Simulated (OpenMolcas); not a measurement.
## Run report: SiCl3, single-point calculation (part 1 of 3)

SiCl3, multiplicity 4, SMILES Cl[Si](Cl)Cl, computed with HF/3-21G, UHF (OpenMolcas 26.06).

The geometry is that of the parent species in another charge or spin state. The geometry comes from this level: PBE0-D4/def2-TZVP.

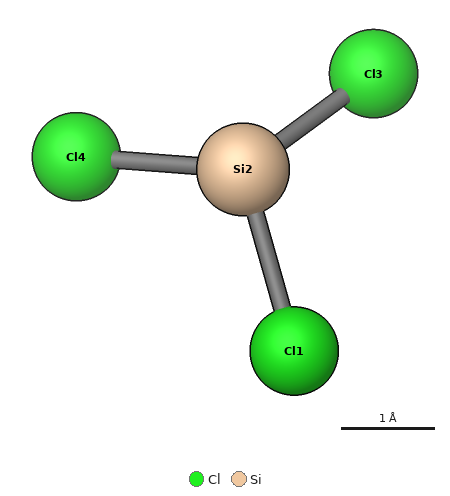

*The structure as given in the input (ball-and-stick view, seen at a tilt; atoms are numbered from 1 in the order of the input).*

Bond lengths as drawn: Cl–Si 2.04 Å.

### The input
```
>>> EXPORT MOLCAS_PRINT=2
&gateway
baslib=$CurrDir
coord
4
angstrom
Cl      -1.524800      -0.591600       1.030100
Si       0.116100       0.389400       0.310600
Cl       1.694700      -0.903800       0.219000
Cl      -0.286000       1.105900      -1.559700
basis=3-21G
group=NoSym
&seward
&scf
uhf
spin=4
thresholds=1e-10 1e-07 1e-07 1e-05
prorbitals=0
```

Launched with:
```bash
export MOLCAS_MEM=1860
pymolcas calc.input > calc.log
```

### The program's output
```
--- Start Module: gateway ---

                                              &GATEWAY

                       available to each process: 1.9 GB of memory, 1 thread

 Basis Set     1 Label: CL.3-21G
 Basis set is read from library:.
 basistype.tbl is not found

 Basis Set     2 Label: SI.3-21G
 Basis set is read from library:.
 basistype.tbl is not found

 Basis Set     3 Label: CL.3-21G
 Basis set is read from library:.
 basistype.tbl is not found

++    Symmetry information:
      ---------------------

                    Character Table for C1

                             E
                    a        1  x, y, xy, Rz, z, xz, Ry, yz, Rx, I
--

++    Basis set information:
      ----------------------

      Basis set label: CL.3-21G.........

      Electronic valence basis set:
      ------------------
      Associated Effective Charge  17.000000 au
      Associated Actual Charge     17.000000 au
      Nuclear Model: Point charge

      Shell  nPrim  nBasis  Cartesian Spherical Contaminant
         s       9       4        X
         p       6       3        X

      Basis set label: SI.3-21G.........

      Electronic valence basis set:
      ------------------
      Associated Effective Charge  14.000000 au
      Associated Actual Charge     14.000000 au
      Nuclear Model: Point charge

      Shell  nPrim  nBasis  Cartesian Spherical Contaminant
         s       9       4        X
         p       6       3        X

      Basis set label: CL.3-21G.........

      Electronic valence basis set:
      ------------------
      Associated Effective Charge  17.000000 au
      Associated Actual Charge     17.000000 au
      Nuclear Model: Point charge

      Shell  nPrim  nBasis  Cartesian Spherical Contaminant
         s       9       4        X
         p       6       3        X
--

++    Molecular structure info:
      -------------------------

                    ************************************************
                    **** Cartesian Coordinates / bohr, angstrom ****
                    ************************************************

     Center  Label                x              y              z                     x              y              z
        1      CL1             -2.881454      -1.117962       1.946607             -1.524800      -0.591600       1.030100
        2      SI2              0.219397       0.735859       0.586949              0.116100       0.389400       0.310600
        3      CL3              3.202519      -1.707934       0.413850              1.694700      -0.903800       0.219000
        4      CL4             -0.540462       2.089848      -2.947406             -0.286000       1.105900      -1.559700

                    ***************************************
                    *    InterNuclear Distances / bohr    *
                    ***************************************

               1 CL1           2 SI2           3 CL3           4 CL4
    1 CL1      0.000000
    2 SI2      3.860130        0.000000
    3 CL3      6.301757        3.860195        0.000000
    4 CL4      6.302512        3.860354        6.303261        0.000000

                    *******************************************
                    *    InterNuclear Distances / angstrom    *
                    *******************************************

               1 CL1           2 SI2           3 CL3           4 CL4
    1 CL1      0.000000
    2 SI2      2.042693        0.000000
    3 CL3      3.334746        2.042727        0.000000
    4 CL4      3.335146        2.042811        3.335542        0.000000
--

            Nuclear Potential Energy            322.52748703 au

--- Stop Module: gateway /rc=_RC_ALL_IS_WELL_ ---

--- Start Module: seward ---

                                              &SEWARD

                       available to each process: 1.9 GB of memory, 1 thread

               SEWARD will generate:
                  Multipole Moment integrals up to order  2
                  Kinetic Energy integrals
                  Nuclear Attraction integrals (point charge)
                  One-Electron Hamiltonian integrals
                  Velocity integrals
                  Orbital angular momentum around ( -0.0115  -0.0388  -0.0309 )
                  Velocity quadrupole around ( -0.0115  -0.0388  -0.0309 )
                  Two-Electron Repulsion integrals

                   Integrals are discarded if absolute value <: 1.00E-14
                   Integral cutoff threshold is set to       <: 1.00E-16

            Nuclear Potential Energy            322.52748703 au

      Basis set specifications :
      Symmetry species         a
      Basis functions           52

--- Stop Module: seward /rc=_RC_ALL_IS_WELL_ ---

--- Start Module: scf ---

                                                &SCF

                       available to each process: 1.9 GB of memory, 1 thread

++    Input section:
      --------------

      Header of the integral files:

      Cartesian coordinates in angstrom:
      -----------------------------------------------------
      No.  Label        X            Y            Z
      -----------------------------------------------------
       1   CL1       -1.52480000  -0.59160000   1.03010000
       2   SI2        0.11610000   0.38940000   0.31060000
       3   CL3        1.69470000  -0.90380000   0.21900000
       4   CL4       -0.28600000   1.10590000  -1.55970000
      -----------------------------------------------------
      Nuclear repulsion energy =  322.52748703
--

++    Orbital specifications:
      -----------------------

      Symmetry species               1
                                     a
      Frozen orbitals                0
      Start temperature = 0.500
      End temperature   = 0.010
      Temperature Factor= 0.460
      Deleted orbitals               0
      Total number of orbitals      52
      Number of basis functions     52
--

      Molecular charge                           0.000

++    Optimization specifications:
      ----------------------------

      SCF Algorithm: Conventional USCF
      D(i)-D(i-1) density differences are used
      Number of density matrices in core                 5
      Maximum number of NDDO SCF iterations            400
      Maximum number of HF SCF iterations              400
      Threshold for SCF energy change             1.00E-10
      Threshold for density matrix                1.00E-07
      Threshold for Fock matrix                   1.00E-07
      Threshold for linear dependence             1.00E-09
      Threshold at which DIIS is turned on        1.50E-01
      Maximum depth in the DIIS procedure                5
      Maximum depth in the BFGS Hessian update          30
      Threshold at which QNR/C2DIIS is turned on  7.50E-02
      Threshold for Norm(delta) (QNR/C2DIIS)      1.00E-05
      All orbitals punched on: UHFORB
--

      Input vectors read from INPORB
      Orbital file label: *Guess orbitals

++ Convergence information
                               UHF SCF        iterations: Energy and convergence statistics

Iter     Tot. SCF        One-elec.       Two-elec.     Energy      Max Dij or  Max Fij      DNorm      TNorm      AccCon     Time
         Energy          Energy          Energy        Change      Delta Norm                                                in Sec.

 The total and one-electron energies are shifted by a value of      1000. a.u.

   1  -656.323682935 -1940.193324829   961.342154862   0.00E+00    2.36E-01*   3.30E-01*    1.27E+01   2.14E+02   None         0.
   2  -656.793814536 -1933.272210066   953.950908498  -4.70E-01*   1.32E-01*   1.45E-01*    8.53E+00   2.13E+02   EDIIS        0.
   3  -658.498606713 -1939.033230344   958.007136599  -1.70E+00*   4.37E-02*   3.88E-02*    5.46E+00   2.13E+02   EDIIS        0.
   4  -658.838405302 -1938.178935858   956.813043524  -3.40E-01*   5.25E-02*   3.31E-02*    1.96E+00   2.13E+02   EDIIS        0.
   5  -658.919292034 -1938.819881662   957.373102597  -8.09E-02*   3.92E-02*   1.74E-02*    3.02E+00   2.13E+02   EDIIS        0.
   6  -659.011828400 -1939.073275880   957.533960447  -9.25E-02*   3.46E-02*   2.34E-02*    1.39E+00   2.13E+02   EDIIS        0.
   7  -659.042574384 -1938.990846268   957.420784853  -3.07E-02*   2.44E-02*   1.23E-02*    5.16E-01   2.13E+02   EDIIS        0.
   8  -659.043527671 -1939.039045328   957.468030625  -9.53E-04*   1.14E-02*   3.34E-03*    2.23E-01   2.13E+02   EDIIS        0.

       Fermi aufbau procedure completed!
      nOcc(alpha)=   34
      nOcc(beta) =   31

   9  -659.043705556 -1939.034038450   957.462845861  -1.78E-04*   1.55E-03*   2.89E-03*    1.03E-01   2.13E+02   c2DIIS       0.
  10  -659.043750735 -1939.047801715   957.476563948  -4.52E-05*   1.68E-03*   2.94E-04*    1.44E-02   2.13E+02   QNRc2DIIS    0.
  11  -659.043751346 -1939.042920216   957.471681838  -6.11E-07*   4.09E-03*   1.37E-04*    9.07E-03   2.13E+02   QNRc2DIIS    0.
  12  -659.043752186 -1939.042090532   957.470851314  -8.40E-07*   1.02E-02*   1.90E-04*    1.80E-02   2.13E+02   QNRc2DIIS    0.
  13  -659.043753571 -1939.040362284   957.469121681  -1.39E-06*   1.54E-02*   6.37E-04*    4.11E-02   2.13E+02   QNRc2DIIS    0.
  14  -659.043751099 -1939.044391045   957.473152915   2.47E-06*   2.93E-03*   1.20E-04*    4.54E-02   2.13E+02   QNRc2DIIS    0.
  15  -659.043751083 -1939.044622324   957.473384208   1.54E-08*   2.72E-04*   1.19E-05*    9.93E-03   2.13E+02   QNRc2DIIS    0.
  16  -659.043751086 -1939.044787002   957.473548884  -3.01E-09*   7.53E-05*   9.11E-06*    1.92E-03   2.13E+02   QNRc2DIIS    0.
  17  -659.043751087 -1939.044701729   957.473463610  -4.40E-10*   6.29E-05*   4.40E-06*    4.09E-04   2.13E+02   QNRc2DIIS    0.
  18  -659.043751087 -1939.044709171   957.473471052  -1.69E-10*   2.35E-04*   3.76E-06*    2.07E-04   2.13E+02   QNRc2DIIS    0.
  19  -659.043751087 -1939.044700861   957.473462742   1.68E-11*   2.27E-04*   9.18E-06*    8.34E-04   2.13E+02   QNRc2DIIS    0.
  20  -659.043751087 -1939.044705814   957.473467694  -2.91E-10*   2.56E-05*   4.35E-06*    8.24E-04   2.13E+02   QNRc2DIIS    0.
  21  -659.043751087 -1939.044704865   957.473466746  -9.05E-11    2.36E-05*   4.10E-06*    7.96E-05   2.13E+02   QNRc2DIIS    0.
  22  -659.043751087 -1939.044704396   957.473466276  -1.70E-10*   3.06E-05*   4.76E-06*    6.79E-05   2.13E+02   QNRc2DIIS    0.
  23  -659.043751088 -1939.044703469   957.473465349  -2.61E-10*   3.45E-05*   5.35E-06*    7.08E-05   2.13E+02   QNRc2DIIS    0.
  24  -659.043751088 -1939.044703747   957.473465627  -3.30E-10*   3.33E-04*   6.12E-06*    7.95E-05   2.13E+02   QNRc2DIIS    0.
  25  -659.043751086 -1939.044699701   957.473461583   1.61E-09*   3.24E-05*   1.65E-06*    7.47E-04   2.13E+02   QNRc2DIIS    0.
  26  -659.043751087 -1939.044698553   957.473460435  -7.55E-11    2.43E-05*   1.55E-06*    1.21E-04   2.13E+02   QNRc2DIIS    0.
  27  -659.043751087 -1939.044696820   957.473458702  -4.64E-11    2.55E-05*   1.54E-06*    7.51E-05   2.13E+02   QNRc2DIIS    0.
  28  -659.043751087 -1939.044697332   957.473459213  -2.00E-11    8.38E-06    1.48E-06*    9.84E-05   2.13E+02   QNRc2DIIS    0.
  29  -659.043751087 -1939.044697072   957.473458953   9.09E-13*   2.92E-05*   1.49E-06*    3.09E-05   2.13E+02   QNRc2DIIS    0.
  30  -659.043751087 -1939.044695682   957.473457564  -2.82E-11    2.20E-05*   1.50E-06*    9.34E-05   2.13E+02   QNRc2DIIS    0.
  31  -659.043751087 -1939.044695974   957.473457856  -2.09E-11    7.09E-06    1.45E-06*    8.49E-05   2.13E+02   QNRc2DIIS    0.
  32  -659.043751087 -1939.044695721   957.473457603  -1.96E-11    6.01E-06    1.44E-06*    2.24E-05   2.13E+02   QNRc2DIIS    0.
  33  -659.043751087 -1939.044695631   957.473457512  -1.46E-11    7.16E-06    1.42E-06*    2.20E-05   2.13E+02   QNRc2DIIS    0.
  34  -659.043751087 -1939.044695379   957.473457260  -7.73E-12    1.30E-05*   1.41E-06*    2.05E-05   2.13E+02   QNRc2DIIS    0.
  35  -659.043751087 -1939.044695076   957.473456957  -3.32E-11    1.41E-05*   1.37E-06*    4.27E-05   2.13E+02   QNRc2DIIS    0.
  36  -659.043751087 -1939.044695455   957.473457337  -5.46E-12    2.71E-05*   1.34E-06*    5.32E-05   2.13E+02   QNRc2DIIS    0.
  37  -659.043751087 -1939.044694581   957.473456462  -2.32E-11    1.35E-05*   1.35E-06*    8.50E-05   2.13E+02   QNRc2DIIS    0.
  38  -659.043751087 -1939.044694996   957.473456877   6.82E-12*   6.50E-06    1.34E-06*    4.38E-05   2.13E+02   QNRc2DIIS    0.
  39  -659.043751087 -1939.044694908   957.473456789  -1.27E-11    5.91E-06    1.32E-06*    2.14E-05   2.13E+02   QNRc2DIIS    0.
  40  -659.043751087 -1939.044694843   957.473456724  -1.32E-11    2.83E-04*   1.30E-06*    1.95E-05   2.13E+02   QNRc2DIIS    0.
  41  -659.043751087 -1939.044691468   957.473453349  -2.79E-10*   6.49E-06    3.22E-07*    5.57E-04   2.13E+02   QNRc2DIIS    0.
  42  -659.043751087 -1939.044693438   957.473455319  -9.09E-13    1.09E-05*   2.66E-07*    1.80E-05   2.13E+02   QNRc2DIIS    0.
  43  -659.043751087 -1939.044693660   957.473455541   0.00E+00    1.01E-05*   2.09E-07*    2.41E-05   2.13E+02   QNRc2DIIS    0.
  44  -659.043751087 -1939.044692907   957.473454788   1.36E-12*   1.08E-06    2.27E-07*    1.89E-05   2.13E+02   QNRc2DIIS    0.
  45  -659.043751087 -1939.044692934   957.473454815  -3.18E-12    3.53E-06    2.21E-07*    1.57E-06   2.13E+02   QNRc2DIIS    0.
  46  -659.043751087 -1939.044693076   957.473454957  -9.09E-13    1.21E-06    2.08E-07*    7.05E-06   2.13E+02   QNRc2DIIS    0.
  47  -659.043751087 -1939.044693225   957.473455106   3.18E-12*   9.16E-07    1.86E-07*    2.45E-06   2.13E+02   QNRc2DIIS    0.
  48  -659.043751087 -1939.044693296   957.473455177  -2.27E-12    1.67E-06    1.71E-07*    2.72E-06   2.13E+02   QNRc2DIIS    0.
  49  -659.043751087 -1939.044693362   957.473455243   0.00E+00    4.48E-07    1.64E-07*    2.64E-06   2.13E+02   QNRc2DIIS    0.
  50  -659.043751087 -1939.044693381   957.473455262  -1.36E-12    6.62E-07    1.54E-07*    1.30E-06   2.13E+02   QNRc2DIIS    0.
  51  -659.043751087 -1939.044693409   957.473455290   1.36E-12*   5.09E-07    1.44E-07*    1.72E-06   2.13E+02   QNRc2DIIS    0.
  52  -659.043751087 -1939.044693432   957.473455313  -4.55E-13    4.00E-07    1.33E-07*    1.07E-06   2.13E+02   QNRc2DIIS    0.
  53  -659.043751087 -1939.044693439   957.473455320   0.00E+00    4.24E-07    1.25E-07*    1.02E-06   2.13E+02   QNRc2DIIS    0.
  54  -659.043751087 -1939.044693449   957.473455330   0.00E+00    3.40E-07    1.17E-07*    7.71E-07   2.13E+02   QNRc2DIIS    0.
  55  -659.043751087 -1939.044693461   957.473455342  -4.55E-13    3.27E-07    1.10E-07*    9.93E-07   2.13E+02   QNRc2DIIS    0.
  56  -659.043751087 -1939.044693471   957.473455352  -4.55E-13    3.35E-07    1.02E-07*    9.37E-07   2.13E+02   QNRc2DIIS    0.
  57  -659.043751087 -1939.044693479   957.473455360   1.36E-12*   3.07E-07    9.52E-08     8.34E-07   2.13E+02   QNRc2DIIS    0.
  58  -659.043751087 -1939.044693485   957.473455366   9.09E-13*   2.91E-07    8.90E-08     8.12E-07   2.13E+02   QNRc2DIIS    0.
  59  -659.043751087 -1939.044693489   957.473455370  -3.64E-12    2.78E-07    8.32E-08     7.77E-07   2.13E+02   QNRc2DIIS    0.

       Convergence after  59 Iterations
--

 *****************************************************************************************************************************
 *                                             SCF/KS-DFT Program, Final results                                             *
 *                                                       Final Results                                                       *
 *****************************************************************************************************************************

::    Total SCF energy                              -1659.0437510870
      One-electron energy                           -2939.0446934889
      Two-electron energy                             957.4734553698
      Nuclear repulsion energy                        322.5274870321
      Kinetic energy (interpolated)                  1659.2679754824
      Virial theorem                                    0.9998648655
      Total spin, S(S+1)                                3.7750313788
      Total spin, S                                     1.5062480851
      Max non-diagonal density matrix element           0.0000001502
      Max non-diagonal Fock matrix element              0.0000000543

      No orbitals printed
      No orbitals printed

++    Molecular charges:
      ------------------

      Mulliken charges per centre
      ---------------------------

                            CL1                     SI2                     CL3                     CL4
                     alpha        beta       alpha        beta       alpha        beta       alpha        beta
      Total        8.8262      8.3702      7.5213      5.8891      8.8262      8.3703      8.8262      8.3704
      Total             17.1964                 13.4105                 17.1965                 17.1967

      Charge           -0.1964                  0.5895                 -0.1965                 -0.1967

      Total electronic charge=   65.000000

      Total            charge=   -0.000000
--

++    Molecular orbitals:
      -------------------

      Title: Natural orbitals

      Molecular orbitals for symmetry species 1: a

          Orbital            1         2         3         4         5         6         7         8         9        10
          Energy         -104.1537 -104.1528 -104.1519  -68.3663  -10.4866  -10.4734  -10.4648   -7.8694   -7.8698   -7.9264
          Occ. No.          2.0000    2.0000    2.0000    2.0000    2.0000    2.0000    2.0000    2.0000    2.0000    2.0000
```
